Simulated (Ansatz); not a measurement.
**A hypothetical structure for SbMo2N**

Starting from a made-up structure for SbMo2N, the aim is the relaxed cell, its shortest contacts and, where a second run follows, its electronic structure.

Calculated with Ansatz 0.2.0; DFT, PBE, plane-wave PAW, files of the set soft_1, scalar-relativistic, no spin, cell and ions relaxed at zero pressure; PAW set soft_1, in the first sound run; inputs show where later runs differ.

**1. The structure**

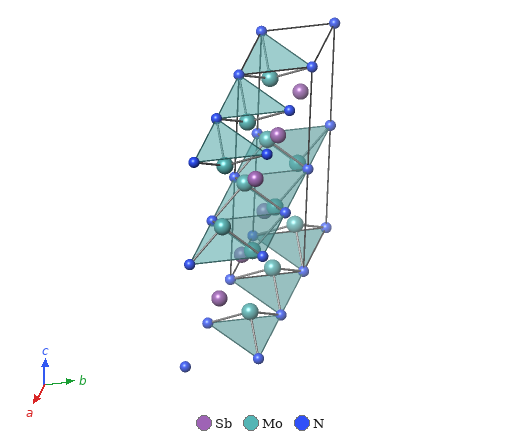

The cell as given, from a free direction (antimony purple, molybdenum teal, nitrogen blue). 3×1×1 cells are drawn. Bonds to atoms that aren't drawn are left out. Some periodic images of atoms are drawn too.

**2. Relaxation of the guess**

The guessed cell has no reason to be at equilibrium. It is relaxed with the atoms, within the space group of the guess.

input.yaml reads:

```yaml
crystal:
  lattice:
    - [3.481, 0.0, 0.0]
    - [-1.7405, 3.014634431, 0.0]
    - [0.0, 0.0, 12.097]
  atoms:
    - { symbol: Sb, position: [0.666666667, 0.333333333, 0.25] }
    - { symbol: Sb, position: [0.333333333, 0.666666667, 0.75] }
    - { symbol: Mo, position: [0.333333333, 0.666666667, 0.1007] }
    - { symbol: Mo, position: [0.666666667, 0.333333333, 0.6007] }
    - { symbol: Mo, position: [0.333333333, 0.666666667, 0.3993] }
    - { symbol: Mo, position: [0.666666667, 0.333333333, 0.8993] }
    - { symbol: "N", position: [0.0, 0.0, 0.5] }
    - { symbol: "N", position: [0.0, 0.0, 0.0] }
kpoints:
  mp_grid: { grid: [9, 9, 3] }
scf:
  occupations: { method: fermi_dirac, width: 0.05 }
hamiltonian:
  xc: pbe
  pseudopotentials: { kind: paw, azcp: { folder: soft_1 } }
relax:
  f_tol: 0.015
  max_steps: 70
  cell: {}
output:
  forces: true
  stress: true
```

Run with:

```sh
> ansatz run input.yaml --threads 4 --pin off --max-ram 10240MiB --backend cpu --events-out ev --progress --plain --runs-dir out
```

Numbers of over 12 decimals in the logs are rounded to 6 here.

What it wrote:

```text
Engine: ansatz 0.2.0, x86_64-unknown-linux-gnu
Pseudopotentials: kind: paw
Pseudopotential: Sb, paw, valence charge 15, recommended cutoff 420 eV (normal), soft_1/Sb.paw.azcp
Pseudopotential: Mo, paw, valence charge 14, recommended cutoff 420 eV (normal), soft_1/Mo.paw.azcp
Pseudopotential: N, paw, valence charge 5, recommended cutoff 420 eV (normal), soft_1/N.paw.azcp
Functional definition: PBE
  parameter kappa = 0.804
  parameter beta = 0.066725
  exchange = pbe_x(kappa = kappa, mu = beta*pi^2/3)
  correlation = pbe_c(beta = beta)
Crystal: 8 atoms, lattice volume = 126.945 Å³
Basis set: ecut = 420 eV, 2495 PW (Γ), exchange–correlation on 48×48×162 points (8 copies of the dense FFT grid, shifted against one another)
Bands: 58, of which v1, the nominal top of the filled ones, is band 48 counted from 1 (47 counted from 0)
Symmetry: 24 space group operations
Space group: P63/mmc (ITA 194), of the structure as read, at distance tolerance 5.0e-5 Å
k-points: 24 of 243
Non-local potential: Sb, projectors of the file, l = 0: 2, l = 1: 2, l = 2: 2, l = 3: 1
Non-local potential: Mo, projectors of the file, l = 0: 3, l = 1: 2, l = 2: 2, l = 3: 1
Non-local potential: N, projectors of the file, l = 0: 2, l = 1: 2, l = 2: 1
PAW form: soft (Blöchl's): semilocal exchange-correlation on the pseudo side does not see the compensation charge
PAW one-centre angular grid: Sb, 590 points (default); XC on 64 Gauss nodes
PAW one-centre angular grid: Mo, 590 points (default); XC on 64 Gauss nodes
PAW one-centre angular grid: N, 110 points (default); XC on 64 Gauss nodes
Initial density: superposition of atomic densities (chi_scale 0.1, normalization cell, long waves kept (reshape's long-wave potential 0.28 eV rms))
Initial wavefunctions: pseudopotential atomic-orbital guess
Functional: x = pbe(κ = 0.804, μ = 0.219515), c = pbe(β = 0.066725)
SCF iter   1: F=—  HF=-33562.258764 eV  |F-HF|=—  |Δ(HF+E_count)|=         —  Δρ=9.40e-2  dr2=2.65e1  ethr=3.10e-3  ⟨swp⟩=6.0  Hψ=5111  notcnv=0
preconditioner: auto → Kerker (q_TF=auto, 2.604 Å⁻¹)  [metal: Δε(μ)=0.001 eV  Ē_g=6.953 eV  σ=0.050 eV  W_gap=0.00  n_scr=52 (ndim 8)  ℏωp=21.9 eV  f_vac=0.000  D(μ)=9.63/eV (n_scr^D=98)]
SCF iter   2: F=—  HF=-33558.334936 eV  |F-HF|=—  |Δ(HF+E_count)|=    3.92e0  Δρ=4.72e-2  dr2=7.82e0  ethr=3.10e-3  ⟨swp⟩=3.2  Hψ=2640  notcnv=0
SCF iter   3: F=—  HF=-33556.916836 eV  |F-HF|=—  |Δ(HF+E_count)|=    1.42e0  Δρ=1.03e-2  dr2=3.30e-1  ethr=3.10e-3  ⟨swp⟩=3.1  Hψ=2265  notcnv=0
SCF iter   4: F=—  HF=-33556.864495 eV  |F-HF|=—  |Δ(HF+E_count)|=   5.23e-2  Δρ=3.88e-3  dr2=4.17e-2  ethr=3.44e-4  ⟨swp⟩=2.3  Hψ=2148  notcnv=0
SCF iter   5: F=—  HF=-33556.856367 eV  |F-HF|=—  |Δ(HF+E_count)|=   8.13e-3  Δρ=1.00e-3  dr2=2.93e-3  ethr=4.34e-5  ⟨swp⟩=2.4  Hψ=2150  notcnv=0
SCF iter   6: F=—  HF=-33556.855928 eV  |F-HF|=—  |Δ(HF+E_count)|=   4.39e-4  Δρ=5.21e-4  dr2=5.10e-4  ethr=3.05e-6  ⟨swp⟩=2.0  Hψ=1905  notcnv=0
SCF iter   7: F=—  HF=-33556.855860 eV  |F-HF|=—  |Δ(HF+E_count)|=   6.84e-5  Δρ=1.29e-4  dr2=3.16e-5  ethr=5.32e-7  ⟨swp⟩=2.0  Hψ=1816  notcnv=0
SCF iter   8: F=—  HF=-33556.855854 eV  |F-HF|=—  |Δ(HF+E_count)|=   5.25e-6  Δρ=3.07e-5  dr2=1.92e-6  ethr=3.29e-8  ⟨swp⟩=2.0  Hψ=1889  notcnv=0
SCF iter   9: F=-33556.855854 eV  HF=-33556.855854 eV  |F-HF|=7.86e-10  |Δ(HF+E_count)|=   2.25e-7  Δρ=6.37e-6  dr2=6.06e-8  ethr=1.04e-10  ⟨swp⟩=3.0  Hψ=5557  notcnv=0
SCF 1 converged in 9 iterations: F = -33556.855854 eV  dr2 = 6.06e-8
  greatest PAW one-centre occupation: 0.999 electrons in one spin orbital (limit 2), on the Mo atom at site 5 (counted from 0), in its partial waves of l = 0
relax step   1: F+E_penalty+E_count = -33556.85585418 eV  Δ(F+E_penalty+E_count) = +0.000e0 eV  max|allowed force component| = 3.799e0 eV/Å  Δτ_max = 0.0000 Å  P = -9.394 GPa  Ω = 126.945 Å³  (9 SCF iters, dr2 threshold 1.00e-7 eV, accepted)
Crystal: 8 atoms, lattice volume = 121.950 Å³
Basis set: ecut = 420 eV, 2393 PW (Γ), exchange–correlation on 48×48×162 points (8 copies of the dense FFT grid, shifted against one another)
Initial density: handed on by an earlier stage of this run
Initial wavefunctions: those handed on with the density
iter 1 solved again at ethr=1.50e-3 eV; its pass at ethr=3.10e-3 eV (dr2=1.44e0 eV) is discarded
SCF iter   1: F=—  HF=-33560.553928 eV  |F-HF|=—  |Δ(HF+E_count)|=         —  Δρ=2.58e-2  dr2=1.45e0  ethr=1.50e-3  ⟨swp⟩=1.0  Hψ=7460  notcnv=0
preconditioner: auto → Kerker (q_TF=auto, 2.622 Å⁻¹)  [metal: Δε(μ)=0.004 eV  Ē_g=6.900 eV  σ=0.050 eV  W_gap=0.02  n_scr=40 (ndim 8)  ℏωp=22.3 eV  f_vac=0.000  D(μ)=4.25/eV (n_scr^D=38)]
SCF iter   2: F=—  HF=-33560.420040 eV  |F-HF|=—  |Δ(HF+E_count)|=   1.34e-1  Δρ=1.37e-2  dr2=5.35e-1  ethr=1.50e-3  ⟨swp⟩=2.2  Hψ=1624  notcnv=0
SCF iter   3: F=—  HF=-33560.343082 eV  |F-HF|=—  |Δ(HF+E_count)|=   7.70e-2  Δρ=2.56e-3  dr2=3.69e-2  ethr=5.57e-4  ⟨swp⟩=2.5  Hψ=1924  notcnv=0  defer=1
SCF iter   4: F=—  HF=-33560.336725 eV  |F-HF|=—  |Δ(HF+E_count)|=   6.36e-3  Δρ=8.34e-4  dr2=9.26e-4  ethr=3.84e-5  ⟨swp⟩=2.1  Hψ=1835  notcnv=0  defer=2
SCF iter   5: F=—  HF=-33560.336715 eV  |F-HF|=—  |Δ(HF+E_count)|=   9.38e-6  Δρ=1.69e-4  dr2=3.96e-5  ethr=9.64e-7  ⟨swp⟩=2.0  Hψ=1840  notcnv=0  defer=2
SCF iter   6: F=—  HF=-33560.336706 eV  |F-HF|=—  |Δ(HF+E_count)|=   9.03e-6  Δρ=5.32e-5  dr2=4.12e-6  ethr=4.13e-8  ⟨swp⟩=2.4  Hψ=2103  notcnv=0  defer=2
SCF iter   7: F=-33560.336705 eV  HF=-33560.336706 eV  |F-HF|=1.91e-7  |Δ(HF+E_count)|=   6.05e-7  Δρ=1.46e-5  dr2=3.49e-7  ethr=8.33e-10  ⟨swp⟩=5.0  Hψ=4743  notcnv=0
SCF 2 converged in 7 iterations: F = -33560.336705 eV  dr2 = 3.49e-7
relax step   2: F+E_penalty+E_count = -33560.33670544 eV  Δ(F+E_penalty+E_count) = -3.481e0 eV  max|allowed force component| = 3.065e0 eV/Å  Δτ_max = 0.1925 Å  P = -5.780 GPa  Ω = 121.950 Å³  energy of the carried Pulay correction = +3.183e-3 eV  (7 SCF iters, dr2 threshold 8.00e-7 eV, accepted)
Crystal: 8 atoms, lattice volume = 119.169 Å³
Basis set: ecut = 420 eV, 2321 PW (Γ), exchange–correlation on 48×48×162 points (8 copies of the dense FFT grid, shifted against one another)
iter 1 solved again at ethr=1.14e-3 eV; its pass at ethr=3.10e-3 eV (dr2=1.10e0 eV) is discarded
SCF iter   1: F=—  HF=-33560.600637 eV  |F-HF|=—  |Δ(HF+E_count)|=         —  Δρ=2.70e-2  dr2=1.10e0  ethr=1.14e-3  ⟨swp⟩=1.1  Hψ=7290  notcnv=0
preconditioner: auto → Kerker (q_TF=auto, 2.632 Å⁻¹)  [metal: Δε(μ)=0.053 eV  Ē_g=7.497 eV  σ=0.050 eV  W_gap=0.25  n_scr=40 (ndim 8)  ℏωp=22.6 eV  f_vac=0.000  D(μ)=2.87/eV (n_scr^D=8)]
[...]
SCF iter   7: F=-33560.457559 eV  HF=-33560.457559 eV  |F-HF|=2.46e-8  |Δ(HF+E_count)|=   5.60e-8  Δρ=7.72e-6  dr2=8.10e-8  ethr=8.33e-10  ⟨swp⟩=4.0  Hψ=4326  notcnv=0
SCF 3 converged in 7 iterations: F = -33560.457559 eV  dr2 = 8.10e-8
relax step   3: F+E_penalty+E_count = -33560.45755917 eV  Δ(F+E_penalty+E_count) = -1.209e-1 eV  max|allowed force component| = 3.215e0 eV/Å  Δτ_max = 0.1950 Å  P = +10.294 GPa  Ω = 119.169 Å³  energy of the carried Pulay correction = +5.011e-3 eV  (7 SCF iters, dr2 threshold 8.00e-7 eV, accepted)
[...]
relax step   4: F+E_penalty+E_count = -33561.05639228 eV  Δ(F+E_penalty+E_count) = -5.988e-1 eV  max|allowed force component| = 1.784e-1 eV/Å  Δτ_max = 0.0814 Å  P = -6.039 GPa  Ω = 124.558 Å³  energy of the carried Pulay correction = +1.505e-3 eV  (6 SCF iters, dr2 threshold 8.00e-7 eV, accepted)
[...]
relax step   5: F+E_penalty+E_count = -33561.09953444 eV  Δ(F+E_penalty+E_count) = -4.314e-2 eV  max|allowed force component| = 4.868e-1 eV/Å  Δτ_max = 0.0297 Å  P = +2.707 GPa  Ω = 118.177 Å³  energy of the carried Pulay correction = +5.673e-3 eV  (6 SCF iters, dr2 threshold 8.00e-7 eV, accepted)
[...]
relax step   6: F+E_penalty+E_count = -33561.13785638 eV  Δ(F+E_penalty+E_count) = -3.832e-2 eV  max|allowed force component| = 4.622e-2 eV/Å  Δτ_max = 0.0231 Å  P = +0.119 GPa  Ω = 120.421 Å³  energy of the carried Pulay correction = +4.183e-3 eV  (6 SCF iters, dr2 threshold 8.00e-7 eV, accepted)
[...]
relax step   7: F+E_penalty+E_count = -33561.13819638 eV  Δ(F+E_penalty+E_count) = -3.400e-4 eV  max|allowed force component| = 1.102e-3 eV/Å  Δτ_max = 0.0014 Å  P = -0.010 GPa  Ω = 120.433 Å³  energy of the carried Pulay correction = +4.175e-3 eV  (6 SCF iters, dr2 threshold 3.43e-7 eV, accepted)
[...]
relax step   8: F+E_penalty+E_count = -33561.13603615 eV  Δ(F+E_penalty+E_count) = +2.160e-3 eV  max|allowed force component| = 1.107e-3 eV/Å  Δτ_max = 0.0000 Å  P = -0.028 GPa  Ω = 120.433 Å³  stress off target by 5.20e-2 GPa  SCF on the basis re-selected at this cell (its energy is not comparable with the rows above)  (6 SCF iters)
[...]
relax step   9: F+E_penalty+E_count = -33561.13605838 eV  Δ(F+E_penalty+E_count) = -2.223e-5 eV  max|allowed force component| = 1.574e-4 eV/Å  Δτ_max = 0.0000 Å  P = -0.001 GPa  Ω = 120.416 Å³  energy of the carried Pulay correction = +1.226e-5 eV  (6 SCF iters, dr2 threshold 6.75e-9 eV, accepted)
iter 1 solved again at ethr=4.57e-8 eV; its pass at ethr=3.10e-3 eV (dr2=4.39e-5 eV) is discarded
SCF iter   1: F=—  HF=-33561.136033 eV  |F-HF|=—  |Δ(HF+E_count)|=         —  Δρ=1.32e-6  dr2=3.52e-10  ethr=4.57e-8  ⟨swp⟩=4.0  Hψ=9025  notcnv=0
eigensolver tolerance schedule: the retry pair's looser diagonalisation over-reported the residual by 124692.73 of it (diagonalisation noise at an unbounded share of the residual, at the tolerance the schedule requests for it); recorded, not acted on — ethr = c·dr2/N_el stays at c = 1.0e-1
SCF iter   2: F=—  HF=-33561.136039 eV  |F-HF|=—  |Δ(HF+E_count)|=   6.13e-6  Δρ=6.09e-7  dr2=6.84e-11  ethr=1.00e-12  ⟨swp⟩=3.1  Hψ=3226  notcnv=0
iter 3 did not close the SCF: its close was put off for the readings that it lacked (scf_convergence_deferred on its scf_iter line)
SCF iter   3: F=-33561.136039 eV  HF=-33561.136039 eV  |F-HF|=3.64e-11  |Δ(HF+E_count)|=  1.16e-10  Δρ=2.85e-7  dr2=1.62e-11  ethr=1.00e-12  ⟨swp⟩=1.0  Hψ=1392  notcnv=0
iter 4 did not close the SCF: its close was put off for the readings that it lacked (scf_convergence_deferred on its scf_iter line)
SCF iter   4: F=-33561.136039 eV  HF=-33561.136039 eV  |F-HF|=7.28e-12  |Δ(HF+E_count)|=  4.37e-11  Δρ=3.42e-8  dr2=8.97e-13  ethr=1.00e-12  ⟨swp⟩=1.0  Hψ=1392  notcnv=0
iter 5 did not close the SCF: its close was put off for the readings that it lacked (scf_convergence_deferred on its scf_iter line)
SCF iter   5: F=-33561.136039 eV  HF=-33561.136039 eV  |F-HF|=0.00e0  |Δ(HF+E_count)|=    0.00e0  Δρ=1.33e-8  dr2=1.85e-13  ethr=1.00e-12  ⟨swp⟩=1.0  Hψ=1392  notcnv=0
iter 6 did not close the SCF: its close was put off for the readings that it lacked (scf_convergence_deferred on its scf_iter line)
SCF iter   6: F=-33561.136039 eV  HF=-33561.136039 eV  |F-HF|=1.46e-11  |Δ(HF+E_count)|=  7.28e-12  Δρ=8.23e-9  dr2=7.64e-14  ethr=1.00e-12  ⟨swp⟩=1.0  Hψ=1392  notcnv=0
SCF iter   7: F=-33561.136039 eV  HF=-33561.136039 eV  |F-HF|=0.00e0  |Δ(HF+E_count)|=    0.00e0  Δρ=3.66e-9  dr2=1.14e-14  ethr=1.00e-12  ⟨swp⟩=2.0  Hψ=3030  notcnv=0
SCF 10 converged in 7 iterations: F = -33561.136039 eV  dr2 = 1.14e-14
relax step  10: F+E_penalty+E_count = -33561.13603887 eV  Δ(F+E_penalty+E_count) = +1.951e-5 eV  max|allowed force component| = 1.575e-4 eV/Å  Δτ_max = 0.0000 Å  P = -0.001 GPa  Ω = 120.416 Å³  stress off target by 2.19e-3 GPa  SCF on the basis re-selected at this cell (its energy is not comparable with the rows above)  (7 SCF iters)
basis re-selected at this cell: Δ(F+E_penalty+E_count) = +1.951e-5 eV, ΔP = -0.000 GPa vs the last step (what re-selecting the basis moved, of the pressure what is left beyond the Pulay correction that the steps carried, after the strain that the cell walked since its last selection, with what the two solves' SCF thresholds leave and, on support functions, any second-order correction that the steps lacked; it is no m [...]
SCF converged after 7 iterations
Free energy (F): -33561.136039 eV
Harris-Foulkes:  -33561.136039 eV  (|F-HF|=0.00e0)
Internal energy: -33561.107847 eV  (E = F + TS)
E sigma→0 (E₀):  -33561.121943 eV
Entropy (-TS):   -0.028192 eV (-3.524 meV/atom)
Fermi energy:    18.226209 eV
--- Per-component energies (eV) ---
  E_band       = -435.524801
  E_kinetic    = 2278.952207
  E_local      = -6469.080023  (includes V_loc(G=0)·N_el)
  E_nonlocal   = 1453.836674
  E_hartree    = 2457.199653
  E_xc         = -1020.456597
  E_vxc        = -1210.572374  (∫ρ·V_xc dr)
  E_paw        = -22197.484285  (= ΣΔE_a)
  E_vpaw       = -1403.062748  (= ΣTr[D̂ρ^β])
  E_aug_tail   = 0.002163  (compensation charges beyond the density's cutoff)
  E_ewald      = -10064.077638
  E_smearing   = -0.028192  (= −TS)
  E_closure    = 0.000000  (closes the sum)
  Σ components = -33561.136039   (vs F -33561.136039, Δ=0.00e0)
--- Forces (eV/Å), atoms counted from 1 ---
  atom   1  Sb     0.00000000    -0.00000000     0.00000000
  atom   2  Sb     0.00000000     0.00000000    -0.00000000
  atom   3  Mo     0.00000000     0.00000000    -0.00015747
  atom   4  Mo     0.00000000    -0.00000000    -0.00015747
  atom   5  Mo     0.00000000     0.00000000     0.00015747
  atom   6  Mo    -0.00000000    -0.00000000     0.00015747
  atom   7  N      0.00000000    -0.00000000     0.00000000
  atom   8  N     -0.00000000    -0.00000000     0.00000000
  max |Σ_I F_I| component: 7.40e-17 eV/Å
--- Stress (GPa, compression-positive) ---
       -0.002187      -0.000000      -0.000000
       -0.000000      -0.002187      -0.000000
       -0.000000       0.000000       0.000292
  P = ⅓ Tr σ = -0.0014 GPa (-0.014 kbar)
--- Relaxed structure (8 steps of the walk, 8 accepted, 2 SCFs on fresh bases) ---
  F+E_penalty+E_count = -33561.13603887 eV   max|allowed force component| = 1.575e-4 eV/Å   (the final SCF, on the basis selected at the relaxed cell)
  cell:  # Å, volume = 120.4159 Å³
    - [3.335601, 0, 5.606980335091051e-19]
    - [-1.667800, 2.888715, -2.8034901675455285e-19]
    - [1.948510230071813e-18, 0, 12.496981]
  atoms:
    - { symbol: Sb, position: [0.666667, 0.333333, 0.250000] }
    - { symbol: Sb, position: [0.333333, 0.666667, 0.750000] }
    - { symbol: Mo, position: [0.333333, 0.666667, 0.076050] }
    - { symbol: Mo, position: [0.666667, 0.333333, 0.576050] }
    - { symbol: Mo, position: [0.333333, 0.666667, 0.423950] }
    - { symbol: Mo, position: [0.666667, 0.333333, 0.923950] }
    - { symbol: N, position: [0, 0, 0.500000] }
    - { symbol: N, position: [0, 0, 0] }
```

Elapsed: 24 s, on 4 threads of Intel Xeon Platinum 8375C at 2.90GHz (Ice Lake), shared host; peak memory 0.65 GiB; 82 s of CPU time.

Relaxation path:

```
step  energy less that of the first step (eV)  largest force component (eV/Å)  pressure (GPa)  volume (Å³)
   1                                   0.0000                          3.7993           -9.39       126.95
   2                                  -3.4809                          3.0654           -5.78       121.95
   3                                  -3.6017                          3.2155           10.29       119.17
   4                                  -4.2005                          0.1784           -6.04       124.56
   5                                  -4.2437                          0.4868            2.71       118.18
   6                                  -4.2820                          0.0462            0.12       120.42
   7                                  -4.2823                          0.0011           -0.01       120.43
  8*                                  -4.2802                          0.0011           -0.03       120.43
   9                                  -4.2802                          0.0002            0.00       120.42
 10*                                  -4.2802                          0.0002            0.00       120.42
```

Relaxation steps marked * repeat the geometry before them on a plane-wave basis chosen anew for their cell, so energy and pressure can jump there.

The run keeps the 24 symmetry operations that it works with, so distortions that break them were not tested.

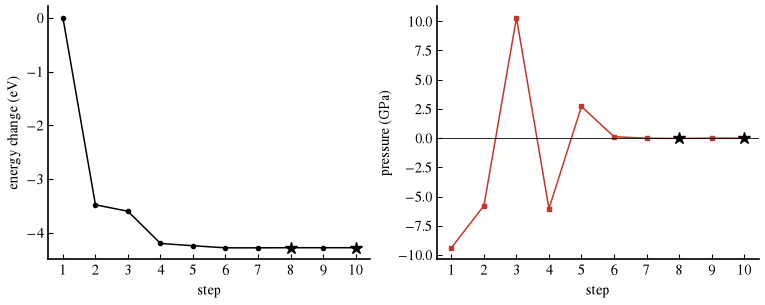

Energy and pressure along the relaxation. Stars mark steps on a basis chosen anew.

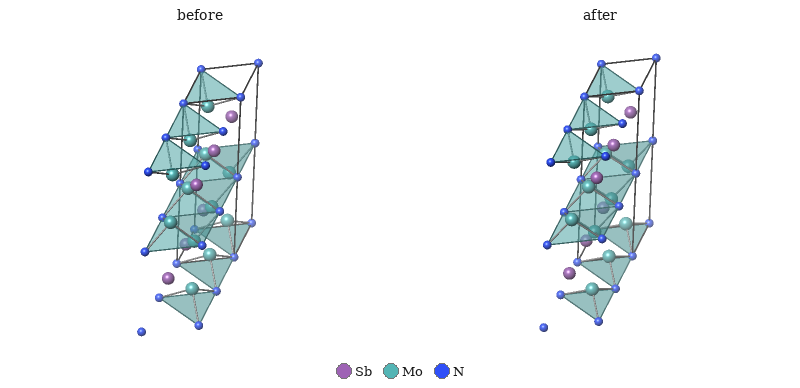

Before and after, at one scale. Bonds to atoms that aren't drawn are left out.

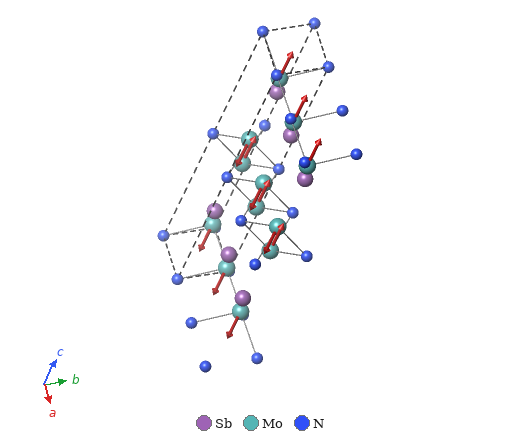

Displacements in the relaxation, exaggerated, measured against the changing cell; the longest in the cell stands for 0.31 Å. Bonds to atoms that aren't drawn are left out. 3×1×1 cells are drawn. Some periodic images of atoms are drawn too.

```
conventional cell, symmetrised  before   after  change
                         a (Å)   3.481   3.336  -4.2 %
                         b (Å)   3.481   3.336  -4.2 %
                         c (Å)  12.097  12.497  +3.3 %
              volume (Å³/atom)   15.87   15.05  -5.1 %
```

The atoms that moved most (Å, as changes of fractional coordinates times the final cell):

```
atom     dx     dy      dz  length
 Mo5  0.000  0.000   0.308   0.308
 Mo3  0.000  0.000  -0.308   0.308
 Mo4  0.000  0.000  -0.308   0.308
 Mo6  0.000  0.000   0.308   0.308
```

This step gave:

| Quantity | Value |
| --- | --- |
| free energy | -33561.1360 eV |
| energy at zero smearing | -33561.1219 eV |
| smearing term TS | 0.02819 eV |
| Fermi energy | 18.23 eV |
| electrons | 96 |
| symmetry operations | 24 |
| pressure | -0.001361 GPa |

The shortest distance of each pair, which need not be the same contact before and after:

```
 pair  guess (Å)  relaxed (Å)
 Mo–N      2.350        2.148
Mo–Mo      3.158        2.706
Mo–Sb      2.702        2.904
Sb–Sb      3.481        3.336
  N–N      3.481        3.336
```

The relaxation ends with a largest force component of 1.6e-4 eV/Å and a pressure of 0.00 GPa.

(Continued in part 2 of 2.)

[Logs are printed without paths, hosts, clocks, repeated set-up lines and the standing remarks that a program may print on its own settings, such as how far it seeks lower states.]

[Hosts, paths, dates, database ids (printed as entryN), source tags and the programs' standing remarks are cut or masked in the printed files.]
